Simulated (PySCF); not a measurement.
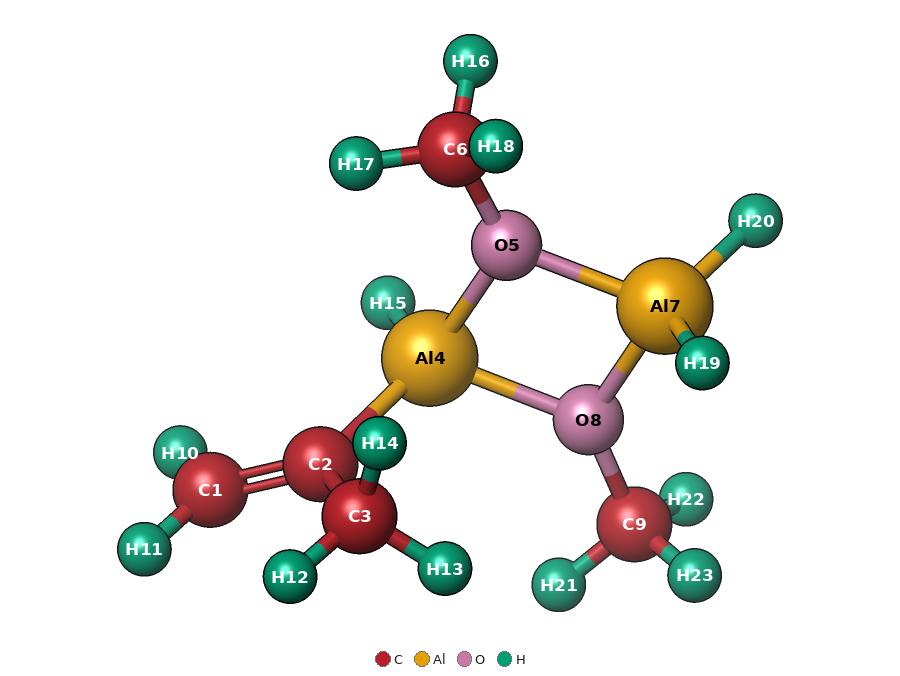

Computed geometry: PBE0-D3(BJ)/def2-SVP optimisation. No frequency run is at hand to confirm it as a minimum. Method: GIAO PBE0/pcSseg-1 NMR shielding, non-relativistic, gas phase (PySCF 2.14.0), and the same with a continuum solvent (IEF-PCM, Bondi radii x 1.2, gas-phase geometry).

How do dipole (D), HOMO–LUMO gap (eV), σ(Al7) (ppm), σ(Al4) (ppm), σ(C2) (ppm) change in chloroform (ε = 4.7), tetrahydrofuran (ε = 7.4)?

| medium | dipole (D) | HOMO–LUMO gap (eV) | σ(Al7) (ppm) | σ(Al4) (ppm) | σ(C2) (ppm) |
| --- | --- | --- | --- | --- | --- |
| gas phase | 0.57 | 6.85 | 428.1 | 436.6 | 23.0 |
| chloroform | 0.74 | 6.99 | 435.7 | 441.2 | 20.4 |
| tetrahydrofuran | 0.77 | 7.01 | 436.8 | 441.9 | 20.0 |
